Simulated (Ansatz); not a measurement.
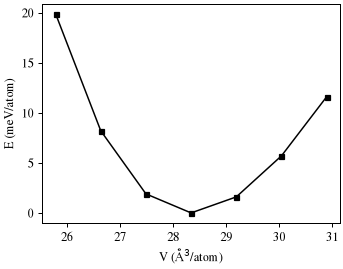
Fig. 1. SnSe in space group Pnma (No. 62; Sn on 4c, Se on 4c) under volume change, r²SCAN (plane waves, PAW; program Ansatz), shape and atoms relaxed at each volume.

What does a third-order Birch–Murnaghan fit give for V₀, B₀ and B′?

V₀ = 28.37 Å³/atom, B₀ = 20.6 GPa, B′ = 7.6.

The cell was relaxed with r²SCAN under the symmetry of its start. The volume moved by 45 % from the start of the relaxation. Spin–orbit coupling is left out wherever it is not named.

Potentials: the later of the program's two PAW sets.
